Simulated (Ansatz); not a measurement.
# Resistivity from frozen vibrations: Pt(111) with 4 thermally displaced layers, 2x2, part 2 of 2

Wanted: the phonon-limited resistivity of Pt at 80 K by the Landauer route. The measured value for the pure metal at this temperature is 1.922 µΩ cm (CRC Handbook of Chemistry and Physics, 84th ed., 2003, Electrical Resistivity of Pure Metals).

Ansatz 0.2.0; Ansatz plane-wave DFT, PBE, PAW files; ballistic transport by layer matching (Landauer), zero bias; PAW set soft_1.

So far. Step 2 (With 4 displaced layers): Over the solved energies the transmission per spin lies between 5.98 and 6.66, out of 6.75 channels of the lead on average (up to 7.16).

### Step 3. With 8 displaced layers

System of this step: Pt(111) with 8 thermally displaced layers, 2x2. The cell holds 56 atoms: 56 Pt. Its edges and angles: a = 5.546 Å, b = 5.546 Å, c = 31.740 Å, α = 87.5°, β = 92.5°, γ = 120.0°. It derives from Pt. Regions: lead, 24 atoms (24 Pt); scattering region, 32 atoms (32 Pt). The structure is stacked along c, and the current runs across the ab planes.

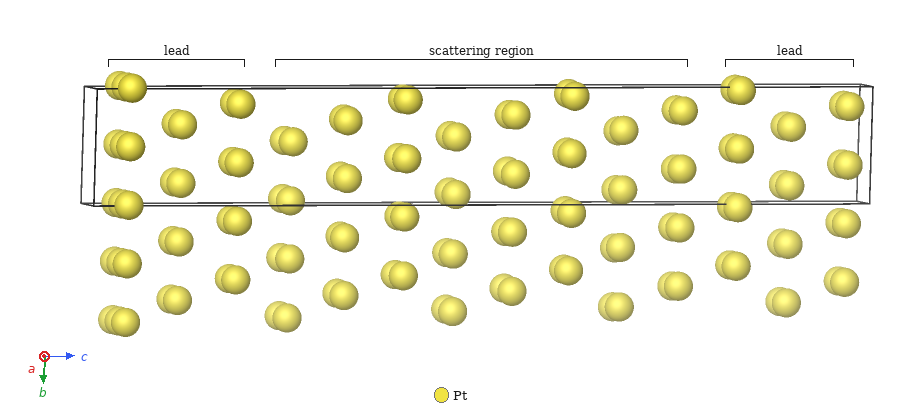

The cell of this step (platinum yellow). 1×2×1 cells are drawn. Some periodic images of atoms are drawn too.

The input, input.yaml:

```yaml
crystal:
  lattice:
    - [5.5462627489, 0.0, 0.0]
    - [-2.7731313745, 4.8032044366, 0.0]
    - [-1.3865656872, 0.8005340728, 31.6995319999]
  atoms:
    - { symbol: Pt, position: [0.005952381, 0.994047619, 0.0357142857] }
    - { symbol: Pt, position: [0.005952381, 0.494047619, 0.0357142857] }
    - { symbol: Pt, position: [0.505952381, 0.994047619, 0.0357142857] }
    - { symbol: Pt, position: [0.505952381, 0.494047619, 0.0357142857] }
    - { symbol: Pt, position: [0.1845238095, 0.3154761905, 0.1071428571] }
    - { symbol: Pt, position: [0.1845238095, 0.8154761905, 0.1071428571] }
    - { symbol: Pt, position: [0.6845238095, 0.3154761905, 0.1071428571] }
    - { symbol: Pt, position: [0.6845238095, 0.8154761905, 0.1071428571] }
    - { symbol: Pt, position: [0.3630952381, 0.1369047619, 0.1785714286] }
    - { symbol: Pt, position: [0.3630952381, 0.6369047619, 0.1785714286] }
    - { symbol: Pt, position: [0.8630952381, 0.1369047619, 0.1785714286] }
    - { symbol: Pt, position: [0.8630952381, 0.6369047619, 0.1785714286] }
    - { symbol: Pt, position: [0.0414068787, 0.9625039176, 0.249571866] }
    - { symbol: Pt, position: [0.0480311151, 0.4657168624, 0.2493871427] }
    - { symbol: Pt, position: [0.5558239685, 0.9701864095, 0.2512153738] }
    - { symbol: Pt, position: [0.5536691551, 0.4660631093, 0.2525393801] }
    - { symbol: Pt, position: [0.2215555523, 0.2796641793, 0.322107876] }
    - { symbol: Pt, position: [0.2084531985, 0.768381982, 0.3204351296] }
    - { symbol: Pt, position: [0.7241063167, 0.2835667443, 0.3196981074] }
    - { symbol: Pt, position: [0.7069028349, 0.7774471728, 0.3212167556] }
    - { symbol: Pt, position: [0.4012187479, 0.1059503492, 0.3942412293] }
    - { symbol: Pt, position: [0.4023675293, 0.6059504461, 0.3916235721] }
    - { symbol: Pt, position: [0.8922397602, 0.1028217744, 0.3936057803] }
    - { symbol: Pt, position: [0.9058350445, 0.6054493995, 0.39374039] }
    - { symbol: Pt, position: [0.0759440509, 0.9097320465, 0.4634587932] }
    - { symbol: Pt, position: [0.0822448947, 0.4273382474, 0.4625825824] }
    - { symbol: Pt, position: [0.5832579698, 0.9194006343, 0.4640239247] }
    - { symbol: Pt, position: [0.5816608472, 0.4284604701, 0.4626715357] }
    - { symbol: Pt, position: [0.2624675978, 0.2447668777, 0.5348460868] }
    - { symbol: Pt, position: [0.2459345316, 0.7279208236, 0.5349848463] }
    - { symbol: Pt, position: [0.7544265089, 0.2388384877, 0.5353448313] }
    - { symbol: Pt, position: [0.7553790036, 0.7442156596, 0.5368638708] }
    - { symbol: Pt, position: [0.4334984252, 0.0634426097, 0.6077495554] }
    - { symbol: Pt, position: [0.4467145639, 0.5628321079, 0.6077205206] }
    - { symbol: Pt, position: [0.9294944168, 0.0753541, 0.6078855479] }
    - { symbol: Pt, position: [0.942688536, 0.5652329287, 0.6059682911] }
    - { symbol: Pt, position: [0.1214374886, 0.8926688959, 0.677594847] }
    - { symbol: Pt, position: [0.1052502379, 0.3902755473, 0.6783783827] }
    - { symbol: Pt, position: [0.6275290385, 0.8824380015, 0.6779760871] }
    - { symbol: Pt, position: [0.6060267038, 0.3746945076, 0.6775700133] }
    - { symbol: Pt, position: [0.3016498722, 0.2074709518, 0.7493147469] }
    - { symbol: Pt, position: [0.2857598075, 0.7125247606, 0.7507414677] }
    - { symbol: Pt, position: [0.7919284093, 0.2053828597, 0.75034414] }
    - { symbol: Pt, position: [0.7917093338, 0.7031551697, 0.7507009587] }
    - { symbol: Pt, position: [0.4702380952, 0.0297619048, 0.8214285714] }
    - { symbol: Pt, position: [0.4702380952, 0.5297619048, 0.8214285714] }
    - { symbol: Pt, position: [0.9702380952, 0.0297619048, 0.8214285714] }
    - { symbol: Pt, position: [0.9702380952, 0.5297619048, 0.8214285714] }
    - { symbol: Pt, position: [0.1488095238, 0.8511904762, 0.8928571429] }
    - { symbol: Pt, position: [0.1488095238, 0.3511904762, 0.8928571429] }
    - { symbol: Pt, position: [0.6488095238, 0.8511904762, 0.8928571429] }
    - { symbol: Pt, position: [0.6488095238, 0.3511904762, 0.8928571429] }
    - { symbol: Pt, position: [0.3273809524, 0.1726190476, 0.9642857143] }
    - { symbol: Pt, position: [0.3273809524, 0.6726190476, 0.9642857143] }
    - { symbol: Pt, position: [0.8273809524, 0.1726190476, 0.9642857143] }
    - { symbol: Pt, position: [0.8273809524, 0.6726190476, 0.9642857143] }
kpoints:
  mp_grid: { grid: [5, 5, 1] }
hamiltonian:
  xc: pbe
  pseudopotentials: { kind: paw, azcp: { folder: soft_1 } }
scf:
  occupations: { method: fermi_dirac, width: 0.1 }
output:
  transmission:
    leads: [[0, 4]]
    kmesh: [10, 10]
    e_range: [-0.05, 0.05]
    de: 0.05
  write_potential: true
  write_density: true
  volumetric_format: npy
```

Launch:

```console
$ ansatz run input.yaml --threads 4 --pin off --max-ram 15360MiB --backend cpu --events-out ev --progress --plain --runs-dir out
```

Numbers of over 12 decimals in the logs are rounded to 6 here.

What it wrote:

```text
[...]
Crystal: 56 atoms, lattice volume = 844.470 Å³
Basis set: ecut = 420 eV, 16521 PW (Γ)
Bands: 605, of which v1, the nominal top of the filled ones, is band 504 counted from 1 (503 counted from 0)
Symmetry: 1 space group operations
[...]
k-points: 13 of 25 (time reversal used)
[...]
SCF iter   1: F=—  HF=-701401.538171 eV  |F-HF|=—  |Δ(HF+E_count)|=         —  Δρ=8.56e-2  dr2=5.88e1  ethr=3.10e-3  ⟨swp⟩=4.5  Hψ=23164  notcnv=0  defer=273
[...]
SCF iter   9: F=-701383.134721 eV  HF=-701383.134721 eV  |F-HF|=3.11e-8  |Δ(HF+E_count)|=   1.76e-8  Δρ=7.76e-7  dr2=3.28e-8  ethr=9.92e-12  ⟨swp⟩=8.0  Hψ=24095  notcnv=0
SCF 1 converged in 9 iterations: F = -701383.134721 eV  dr2 = 3.28e-8
[...]
transmission: 300 of 2964 steps passed
transmission: 594 of 2964 steps passed
[...]
transmission: 2964 of 2964 steps passed
SCF converged after 9 iterations
Free energy (F): -701383.134721 eV
[...]
Internal energy: -701380.036843 eV  (E = F + TS)
E sigma→0 (E₀):  -701381.585782 eV
Entropy (-TS):   -3.097878 eV (-55.319 meV/atom)
Fermi energy:    23.425991 eV
[...]
--- Band table (eV; the first three rows and the last of 13) ---
  k-point 0: bands = [... 500 lower, 23.6174, 23.6266, 23.6347, 23.6431, 23.6502, 23.6761, 23.6827, 23.7111, ... 97 higher]
  k-point 1: bands = [... 500 lower, 23.4117, 23.4195, 23.4395, 23.4524, 23.4610, 23.4684, 23.4891, 23.5060, ... 97 higher]
  k-point 2: bands = [... 500 lower, 23.4465, 23.4557, 23.4616, 23.4670, 23.4769, 23.5169, 23.5300, 23.5353, ... 97 higher]
  k-point 12: bands = [... 500 lower, 23.3022, 23.3320, 23.3564, 23.3950, 23.4073, 23.4230, 23.4516, 23.4855, ... 97 higher]
--- Transmission ---
  basis      : 241 plane waves across, 57 finite elements along
  points     : 52, standing for a mesh of 10 x 10
[...]
channels       : 6.890000e0 a spin
[...]
junction   : crystal 0 to crystal 0, 0.70 to 30.13 Å
    transmission   : 6.069118e0 a spin
[...]
```

Run time: 16 min. Hardware: 4 threads of Arm Neoverse V1, shared host; peak memory 9.6 GiB.

Numbers from this step:

```
free energy                                   : -701383.1347 eV
energy at zero smearing                       : -701381.5858 eV
transmission per spin nearest the Fermi level : 6.069
step of the lead's potential                  : 2.6 meV
```

Per spin. Table of transmission, zone mean by energy, zero at the Fermi level:

| energy (eV) | transmission, zone mean |
| --- | --- |
| -0.0500 | 6.28 |
| 0.0000 | 6.07 |
| 0.0500 | 5.68 |

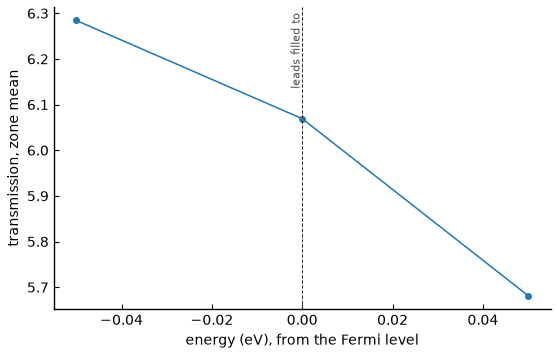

Transmission, zone mean against energy.

Over the solved energies the transmission per spin lies between 5.68 and 6.28, out of 6.75 channels of the lead on average (up to 7.14).

### Step 4. With 12 displaced layers

System of this step: Pt(111) with 12 thermally displaced layers, 2x2. The cell holds 72 atoms: 72 Pt. Cell: a = 5.546 Å, b = 5.546 Å, c = 40.757 Å, α = 90.0°, β = 90.0°, γ = 120.0°. It derives from Pt. Regions: lead, 24 atoms (24 Pt); scattering region, 48 atoms (48 Pt). The structure is stacked along c, and the current runs across the ab planes.

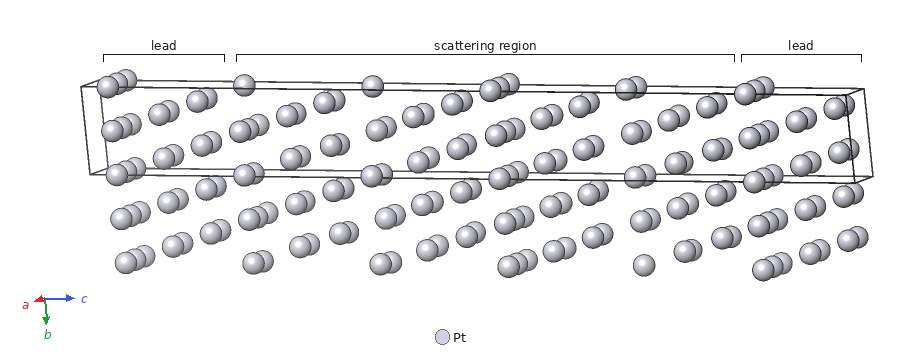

The cell of this step (platinum light grey). 1×2×1 cells are drawn. Some periodic images of atoms are drawn too.

The input, input.yaml:

```yaml
crystal:
  lattice:
    - [5.5462627489, 0.0, 0.0]
    - [-2.7731313745, 4.8032044366, 0.0]
    - [0.0, 0.0, 40.7565411427]
  atoms:
    - { symbol: Pt, position: [0.0, 0.0, 0.0277777778] }
    - { symbol: Pt, position: [0.0, 0.5, 0.0277777778] }
    - { symbol: Pt, position: [0.5, 0.0, 0.0277777778] }
    - { symbol: Pt, position: [0.5, 0.5, 0.0277777778] }
    - { symbol: Pt, position: [0.1666666667, 0.3333333333, 0.0833333333] }
    - { symbol: Pt, position: [0.1666666667, 0.8333333333, 0.0833333333] }
    - { symbol: Pt, position: [0.6666666667, 0.3333333333, 0.0833333333] }
    - { symbol: Pt, position: [0.6666666667, 0.8333333333, 0.0833333333] }
    - { symbol: Pt, position: [0.3333333333, 0.1666666667, 0.1388888889] }
    - { symbol: Pt, position: [0.3333333333, 0.6666666667, 0.1388888889] }
    - { symbol: Pt, position: [0.8333333333, 0.1666666667, 0.1388888889] }
    - { symbol: Pt, position: [0.8333333333, 0.6666666667, 0.1388888889] }
    - { symbol: Pt, position: [0.9815912654, 0.9904180633, 0.1941781999] }
    - { symbol: Pt, position: [0.9949742244, 0.491345391, 0.1947324191] }
    - { symbol: Pt, position: [0.5084719737, 0.0033528636, 0.1946411417] }
    - { symbol: Pt, position: [0.5068350693, 0.5030064466, 0.1934436669] }
    - { symbol: Pt, position: [0.1701621736, 0.3429323822, 0.2490035137] }
    - { symbol: Pt, position: [0.1656214369, 0.830440792, 0.2492133039] }
    - { symbol: Pt, position: [0.6605303465, 0.3340842714, 0.25027626] }
    - { symbol: Pt, position: [0.6632814342, 0.8225842041, 0.2497470505] }
    - { symbol: Pt, position: [0.3390779626, 0.1737047355, 0.3061447017] }
    - { symbol: Pt, position: [0.3427647178, 0.6748222022, 0.3062773466] }
    - { symbol: Pt, position: [0.8283011219, 0.1670981113, 0.3049308154] }
    - { symbol: Pt, position: [0.8117549886, 0.6541718228, 0.3073855382] }
    - { symbol: Pt, position: [0.9844740188, 0.9833333857, 0.3605987574] }
    - { symbol: Pt, position: [0.0096198973, 0.4996658081, 0.3614686097] }
    - { symbol: Pt, position: [0.497950473, 0.9993813193, 0.3622207492] }
    - { symbol: Pt, position: [0.5048036837, 0.4993588514, 0.3618922086] }
    - { symbol: Pt, position: [0.1727690463, 0.3317041688, 0.4169031838] }
    - { symbol: Pt, position: [0.1658187316, 0.828365572, 0.4176748866] }
    - { symbol: Pt, position: [0.6632888549, 0.3287285252, 0.4151985973] }
    - { symbol: Pt, position: [0.664190142, 0.8446725263, 0.415667922] }
    - { symbol: Pt, position: [0.3347340394, 0.1639374964, 0.4726701674] }
    - { symbol: Pt, position: [0.3343254212, 0.660896175, 0.471966536] }
    - { symbol: Pt, position: [0.8343986898, 0.1675181542, 0.4721972464] }
    - { symbol: Pt, position: [0.8336559995, 0.6713453621, 0.4733760605] }
    - { symbol: Pt, position: [0.0007286384, 0.9944981933, 0.5281246459] }
    - { symbol: Pt, position: [0.0021091145, 0.5034315038, 0.5293939398] }
    - { symbol: Pt, position: [0.4985799095, 0.9999145004, 0.5270010537] }
    - { symbol: Pt, position: [0.4960244896, 0.4957692365, 0.5291792992] }
    - { symbol: Pt, position: [0.1664978572, 0.329081997, 0.5850236314] }
    - { symbol: Pt, position: [0.1613177438, 0.8397354974, 0.584223607] }
    - { symbol: Pt, position: [0.6693908547, 0.3313920658, 0.5832199778] }
    - { symbol: Pt, position: [0.6673772841, 0.8391765949, 0.5812930967] }
    - { symbol: Pt, position: [0.330606909, 0.1677961397, 0.638379763] }
    - { symbol: Pt, position: [0.3207299225, 0.6648616056, 0.6382273302] }
    - { symbol: Pt, position: [0.8436788966, 0.1770542288, 0.638949669] }
    - { symbol: Pt, position: [0.8201530551, 0.6652082834, 0.6380793133] }
    - { symbol: Pt, position: [0.0106772285, 0.0125734036, 0.6947225242] }
    - { symbol: Pt, position: [0.0187312761, 0.5112584076, 0.6950546343] }
    - { symbol: Pt, position: [0.4952384684, 0.0015527628, 0.6932712571] }
    - { symbol: Pt, position: [0.5082966097, 0.5017746128, 0.6957575162] }
    - { symbol: Pt, position: [0.1626659217, 0.3199212825, 0.7506900376] }
    - { symbol: Pt, position: [0.1803081133, 0.8467820811, 0.7492765592] }
    - { symbol: Pt, position: [0.6624609206, 0.3349085498, 0.7492040916] }
    - { symbol: Pt, position: [0.6551967449, 0.8262522382, 0.7523913211] }
    - { symbol: Pt, position: [0.32680663, 0.1600432485, 0.8052648878] }
    - { symbol: Pt, position: [0.3392514413, 0.6770535296, 0.8064754696] }
    - { symbol: Pt, position: [0.8396236945, 0.1677606181, 0.8057825165] }
    - { symbol: Pt, position: [0.8246622843, 0.6562282089, 0.8074297178] }
    - { symbol: Pt, position: [0.0, 0.0, 0.8611111111] }
    - { symbol: Pt, position: [0.0, 0.5, 0.8611111111] }
    - { symbol: Pt, position: [0.5, 0.0, 0.8611111111] }
    - { symbol: Pt, position: [0.5, 0.5, 0.8611111111] }
    - { symbol: Pt, position: [0.1666666667, 0.3333333333, 0.9166666667] }
    - { symbol: Pt, position: [0.1666666667, 0.8333333333, 0.9166666667] }
    - { symbol: Pt, position: [0.6666666667, 0.3333333333, 0.9166666667] }
    - { symbol: Pt, position: [0.6666666667, 0.8333333333, 0.9166666667] }
    - { symbol: Pt, position: [0.3333333333, 0.1666666667, 0.9722222222] }
    - { symbol: Pt, position: [0.3333333333, 0.6666666667, 0.9722222222] }
    - { symbol: Pt, position: [0.8333333333, 0.1666666667, 0.9722222222] }
    - { symbol: Pt, position: [0.8333333333, 0.6666666667, 0.9722222222] }
kpoints:
  mp_grid: { grid: [5, 5, 1] }
hamiltonian:
  xc: pbe
  pseudopotentials: { kind: paw, azcp: { folder: soft_1 } }
scf:
  occupations: { method: fermi_dirac, width: 0.1 }
output:
  transmission:
    leads: [[0, 4]]
    kmesh: [10, 10]
    e_range: [-0.05, 0.05]
    de: 0.05
  write_potential: true
  write_density: true
  volumetric_format: npy
```

What it wrote:

```text
[...]
Crystal: 72 atoms, lattice volume = 1085.747 Å³
Basis set: ecut = 420 eV, 21305 PW (Γ)
Bands: 778, of which v1, the nominal top of the filled ones, is band 648 counted from 1 (647 counted from 0)
Symmetry: 1 space group operations
[...]
k-points: 13 of 25 (time reversal used)
[...]
SCF iter   1: F=—  HF=-901801.613614 eV  |F-HF|=—  |Δ(HF+E_count)|=         —  Δρ=8.57e-2  dr2=7.57e1  ethr=3.10e-3  ⟨swp⟩=4.8  Hψ=30071  notcnv=0  defer=383
[...]
SCF iter   9: F=-901777.886538 eV  HF=-901777.886538 eV  |F-HF|=2.37e-8  |Δ(HF+E_count)|=   1.46e-8  Δρ=8.38e-7  dr2=2.71e-8  ethr=7.72e-12  ⟨swp⟩=8.0  Hψ=30606  notcnv=0
SCF 1 converged in 9 iterations: F = -901777.886538 eV  dr2 = 2.71e-8
[...]
transmission: 381 of 3796 steps passed
transmission: 761 of 3796 steps passed
[...]
transmission: 3796 of 3796 steps passed
SCF converged after 9 iterations
Free energy (F): -901777.886538 eV
[...]
Internal energy: -901773.851212 eV  (E = F + TS)
E sigma→0 (E₀):  -901775.868875 eV
Entropy (-TS):   -4.035325 eV (-56.046 meV/atom)
Fermi energy:    23.425368 eV
[...]
--- Band table (eV; the first three rows and the last of 13) ---
  k-point 0: bands = [... 644 lower, 23.6059, 23.6365, 23.6418, 23.6480, 23.6492, 23.6565, 23.6620, 23.7023, ... 126 higher]
  k-point 1: bands = [... 644 lower, 23.4123, 23.4190, 23.4270, 23.4368, 23.4561, 23.4666, 23.4781, 23.4871, ... 126 higher]
  k-point 2: bands = [... 644 lower, 23.4294, 23.4470, 23.4784, 23.5084, 23.5121, 23.5223, 23.5262, 23.5293, ... 126 higher]
  k-point 12: bands = [... 644 lower, 23.3233, 23.3393, 23.4163, 23.4197, 23.4226, 23.4340, 23.4351, 23.4442, ... 126 higher]
--- Transmission ---
  basis      : 241 plane waves across, 73 finite elements along
  points     : 52, standing for a mesh of 10 x 10
[...]
channels       : 6.890000e0 a spin
[...]
junction   : crystal 0 to crystal 0, 0.70 to 39.19 Å
    transmission   : 5.598925e0 a spin
[...]
```

Run time: 28 min. Hardware: 4 threads; peak memory 8.4 GiB; 1.8 h of CPU time.

Numbers from this step:

```yaml
free_energy: -901777.8865 eV
energy_at_zero_smearing: -901775.8689 eV
transmission_per_spin_nearest_the_fermi_level: 5.599
step_of_the_lead_s_potential: 7.3 meV
```

Per spin. Transmission, zone mean against energy, zero at the Fermi level:

| energy (eV) | transmission, zone mean |
| --- | --- |
| -0.0500 | 5.79 |
| 0.0000 | 5.60 |
| 0.0500 | 5.35 |

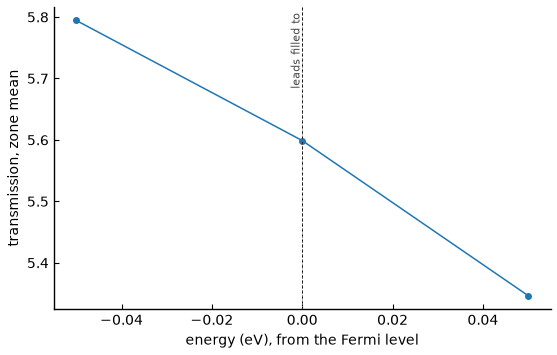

Transmission, zone mean against energy.

Over the solved energies the transmission per spin lies between 5.35 and 5.79, out of 6.71 channels of the lead on average (up to 7.04).

### Step 5. The fit

This step: Ansatz plane-wave DFT, PBE, PAW files; ballistic transport by layer matching (Landauer), zero bias; resistivity from the slope of the area resistance; PAW set soft_1 (Ansatz 0.2.0).

This step gave:

```yaml
resistivity: 4.066 µΩ cm
intercept: -0.008086 fΩ m²
scatter_about_the_fit: 0.002303 fΩ m²
```

Resistance, by row:

| run | length (Å) | T | channels N | RA (fΩ m²) |
| --- | --- | --- | --- | --- |
| n4 | 9.057 | 6.373 | 6.753 | 0.03037 |
| n8 | 18.11 | 6.012 | 6.747 | 0.06231 |
| n12 | 27.17 | 5.58 | 6.713 | 0.104 |

Area resistance against length of the displaced region:

| length of the displaced region (Å) | area resistance (fΩ m²) |
| --- | --- |
| 9.06 | 0.0304 |
| 18.11 | 0.0623 |
| 27.17 | 0.104 |

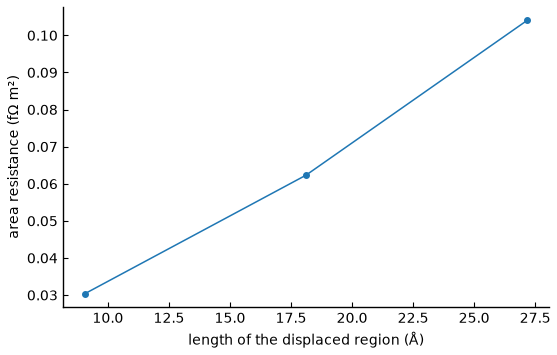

Area resistance against length of the displaced region.

The area resistance goes from 0.030 to 0.10 fΩ m² between 9.1 and 27.2 Å, a slope of 4.1 µΩ cm.

By hand from the end points: (0.1040 − 0.03037) fΩ m² / (27.17 − 9.06) Å = 4.1 µΩ cm, since 1 fΩ m² per Å is 1000 µΩ cm.

### Step 6. Results

```yaml
resistivity_from_the_slope: 4.07 µΩ cm
area_resistance_over_9p06_a: 0.0304 fΩ m²
area_resistance_over_18p1_a: 0.0623 fΩ m²
area_resistance_over_27p2_a: 0.104 fΩ m²
```

In words: The slope gives 4.1 µΩ cm. The points scatter by 0.0023 fΩ m² about the line, with one random draw a length in a 2x2 cell, so the slope is a rough value. The mean square of the displacements drawn is 0.78, 0.91 and 1.0 of the nominal one at the three lengths; with each resistance scaled back by that, the slope is 3.5 µΩ cm, the value used below. Read with a model of isotropic scattering on a spherical Fermi surface and the lead's 2.0×10¹⁵ S/m², this slope means a mean free path near 127 Å; over these lengths the model's slope is 1.14 times its bulk resistivity, which would be 3.0 µΩ cm. This far under the Debye temperature the model doesn't describe a real metal: frozen displacements count zero-point motion as scattering and turn electrons through all angles, while in the metal the short-wave phonons freeze out. The measured value is 1.922 µΩ cm (CRC Handbook of Chemistry and Physics, 84th ed., 2003, Electrical Resistivity of Pure Metals); the scaled slope is 1.8 times that and the corrected value 1.6: clearly high. Spin-orbit coupling is left out, which matters for Pt.

[Logs are printed without paths, hosts, clocks, repeated set-up lines and the standing remarks that a program may print on its own settings, such as how far it seeks lower states.]

[Hosts, paths, dates, database ids (printed as entryN), source tags and the programs' standing remarks are cut or masked in the printed files.]
